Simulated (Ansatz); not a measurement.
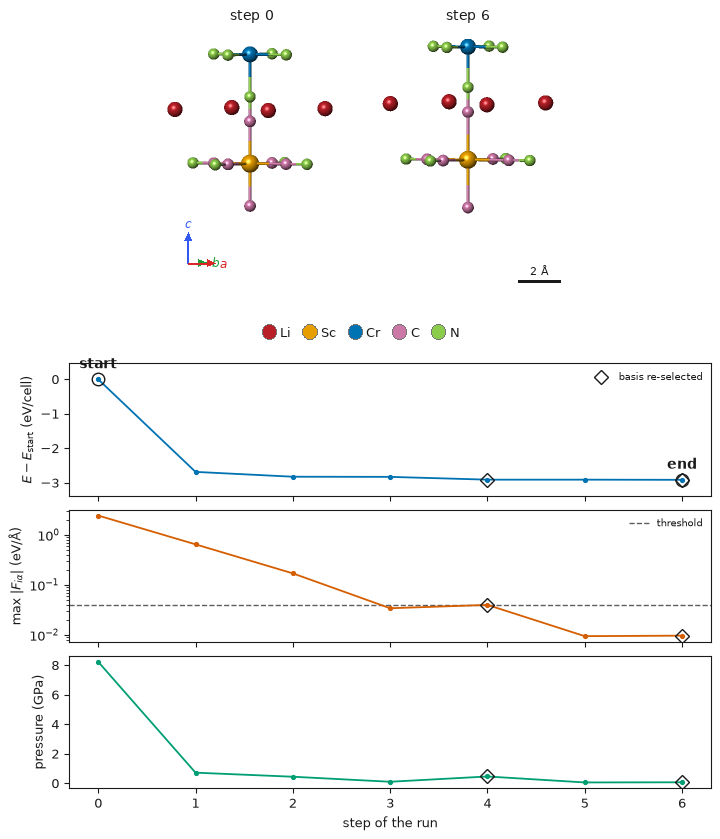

First and last geometry of a relaxation of a crystal of Li₂ScCrC₆N₆ (a generated structure, set up in Fm-3m) (coarse preliminary run), with the history of the run. The picture is a ball-and-stick view of the atoms within 4.2 Å of the atom that moves most (axes of the conventional cell (4 times the calculation's cell)), seen from a free direction. Lengths and directions refer to the drawn axes.

The calculation used DFT PBE, scalar-relativistic, plane waves, PAW in Ansatz 0.2.0. Settings: plane-wave cutoff 420 eV; k-point mesh 4 × 4 × 4; occupations gaussian; smearing width 0.1 eV; collinear spin; cell and atoms relaxed; force threshold 0.04 eV/Å; at most 70 steps.

Read the history and describe the run.

Answer. It converged. The energy falls by 2.913 eV per cell of the calculation in 4 accepted moves (6 points after the start). Largest force component: 2.4 eV/Å at the start, 0.0097 eV/Å at the end. The pressure goes from 8.23 to 0.07 GPa. The SCF was repeated twice at an unchanged geometry on a basis and grid sized afresh for the cell, which shifted the energy by 81.1 meV per cell of the calculation at most. The largest moves relative to the cell, 0.19 Å, are those of C atoms. Largest moves by element: C 0.19 Å, N 0.16 Å. Li and Cr and Sc stay in place. The drawn cell changes as follows: a = b = c 10.444 → 10.807 Å (+3.5 %); the volume changes by +10.8 %. Some distances before and after: C–Sc 2.022 → 2.284 Å, Cr–N 2.030 → 1.938 Å, C–N 1.170 → 1.181 Å. The space group stays Fm-3m (No. 225).
